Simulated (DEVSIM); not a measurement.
System: abrupt Si n-p junction, at 300 K.

```tsv
layer (left to right)	material	thickness (μm)	Nd (cm⁻³)	Na (cm⁻³)	τn (s)	τp (s)
1	Si	0.0630	2e17	-	3.2e-5	3.2e-5
2	Si	7.00	-	2.8e16	3.2e-5	3.2e-5
```

Left contact: ohmic. Right contact: ohmic. Voltage is applied to the left contact. Recombination: SRH at mid-gap, Auger. Mobility is μmin + (μ − μmin)/(1 + (N/Nref)^α).

The device is made up for the run: typed textbook-type constants, with dimensions and the other settings drawn at random. Values at 300 K.

```csv
parameter,Si
gap (eV),1.124
affinity (eV),4.05
permittivity,11.7
Nc (cm⁻³),2.86e19
Nv (cm⁻³),3.1e19
μn (cm²/Vs),1417
μp (cm²/Vs),470
"μn,min",52
"μp,min",45
"Nref,n",9.7e16
"Nref,p",2.2e17
αn,0.68
αp,0.72
Cn (cm⁶/s),2.8e-31
Cp (cm⁶/s),9.9e-32
```

DEVSIM, 1D drift-diffusion, Boltzmann statistics, complete ionisation; no tunnelling, impact ionisation, image-force lowering or self-heating.

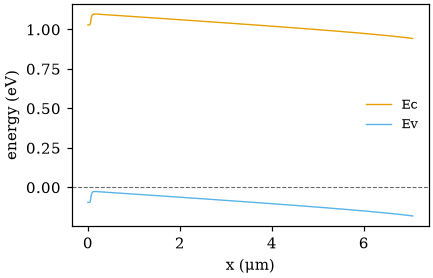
*Band edges at -0.9 V on the left contact*

Energies count from the Fermi level of the right contact; mesh points crowd at the junctions.

```csv
x (μm),Ec (eV),Ev (eV),n (cm⁻³),p (cm⁻³),field (V/cm)
0.000,1.028,-0.096,2.0e17,580,-11
0.01369,1.028,-0.096,2.0e17,6.2e14,83
0.02900,1.029,-0.095,2.0e17,1.3e15,750
0.04478,1.032,-0.092,1.7e17,2.3e15,4500
0.06400,1.057,-0.067,6.4e16,7.7e15,23000
0.08146,1.083,-0.041,2.4e16,2.1e16,8800
0.1110,1.095,-0.029,1.4e16,3.6e16,1600
0.1886,1.097,-0.027,1.3e16,4.1e16,-170
0.2926,1.095,-0.029,1.3e16,4.1e16,-190
0.4686,1.092,-0.032,1.3e16,4.1e16,-200
0.7668,1.086,-0.038,1.3e16,4.1e16,-200
1.549,1.070,-0.054,1.2e16,4.0e16,-200
2.597,1.050,-0.075,1.2e16,4.0e16,-200
4.210,1.016,-0.108,1.0e16,3.8e16,-210
5.643,0.984,-0.141,7.4e15,3.5e16,-240
6.234,0.968,-0.156,5.3e15,3.3e16,-270
6.604,0.958,-0.166,3.5e15,3.1e16,-300
6.802,0.952,-0.172,2.2e15,3.0e16,-320
6.944,0.947,-0.177,1.1e15,2.9e16,-350
7.003,0.945,-0.179,5.7e14,2.9e16,-360
7.037,0.944,-0.180,2.5e14,2.8e16,-360
7.063,0.943,-0.181,4200,2.8e16,-370
```
